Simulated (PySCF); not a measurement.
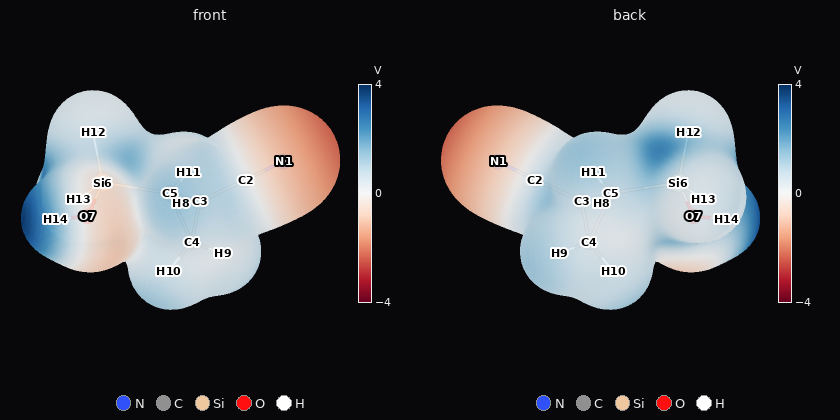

*C₄H₇NOSi. The molecular electrostatic potential painted on the density surface at 0.004 e/bohr³, seen from the front and from behind; red is negative and blue positive.*

Geometry: GFN2-xTB.

These are results of PBE0/pcSseg-1, SCF density, gas phase, non-relativistic in PySCF, not measurements.

```json
{"atom": "N", "x (Å)": "-3.1072", "y (Å)": "-0.4356", "z (Å)": "1.8525"}
{"atom": "C", "x (Å)": "-2.1287", "y (Å)": "-0.0726", "z (Å)": "1.3790"}
{"atom": "C", "x (Å)": "-0.9184", "y (Å)": "0.3570", "z (Å)": "0.7822"}
{"atom": "C", "x (Å)": "-0.9318", "y (Å)": "0.8018", "z (Å)": "-0.6549"}
{"atom": "C", "x (Å)": "-0.3078", "y (Å)": "-0.5099", "z (Å)": "-0.3017"}
{"atom": "Si", "x (Å)": "1.5575", "y (Å)": "-0.7521", "z (Å)": "-0.3414"}
{"atom": "O", "x (Å)": "2.1267", "y (Å)": "0.6785", "z (Å)": "0.1829"}
{"atom": "H", "x (Å)": "-0.2465", "y (Å)": "0.8672", "z (Å)": "1.4617"}
{"atom": "H", "x (Å)": "-1.8785", "y (Å)": "0.8004", "z (Å)": "-1.1765"}
{"atom": "H", "x (Å)": "-0.2871", "y (Å)": "1.6287", "z (Å)": "-0.9114"}
{"atom": "H", "x (Å)": "-0.8946", "y (Å)": "-1.3833", "z (Å)": "-0.5625"}
{"atom": "H", "x (Å)": "1.9550", "y (Å)": "-1.8264", "z (Å)": "0.5683"}
{"atom": "H", "x (Å)": "2.0017", "y (Å)": "-1.0150", "z (Å)": "-1.7104"}
{"atom": "H", "x (Å)": "3.0590", "y (Å)": "0.8608", "z (Å)": "0.2500"}
```

Where is the surface potential most negative and most positive?

The most negative region (about −2.2 V) lies over N1, the most positive (about +3.6 V) over H14. N1 is the likeliest acceptor of a hydrogen bond.

What dipole moment does the calculation give?

Its dipole moment is 5.36 D.
